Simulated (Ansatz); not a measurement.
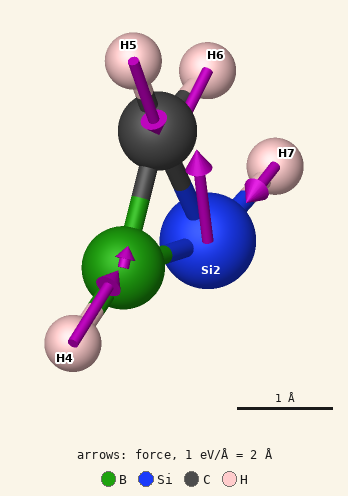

Starting geometry of CH$_{4}$BSi (charge +1) with the computed forces as purple arrows. Style: ball-and-stick. Shown from a free direction.

It is one of the separated reactants of a reaction.

All numbers below come from RKS PBE0-D4/def2-TZVP in Ansatz 0.2.0. (force threshold 0.005 eV/Å; at most 200 steps)

Is this structure relaxed? If not, where do the atoms go?

It isn't relaxed: the largest force vector, on an H atom, is 0.59 eV/Å. The atoms end up moving mostly along the starting forces (cosine between the two patterns 0.90). After 5 geometry steps the energy has fallen by 0.91 kcal/mol. Largest force component: 0.46 eV/Å at the start, 0.0013 eV/Å at the end. The atom that moves furthest after the best rigid fit is the Si atom (0.049 Å). By element the largest moves are Si 0.049 Å, H 0.031 Å, B 0.015 Å, C 0.015 Å. Some distances before and after: C–Si 1.966 → 1.919 Å, B–Si 1.877 → 1.850 Å, B–H 1.197 → 1.175 Å, H–Si 1.504 → 1.484 Å. Among the angles between lasting bonds that change: B–Si–H 156.8° → 160.5°, C–Si–H 111.3° → 114.3°, Si–B–H 146.3° → 149.2°. Cost: 9.5 s on 2 threads of Arm Neoverse V2, on a shared host.
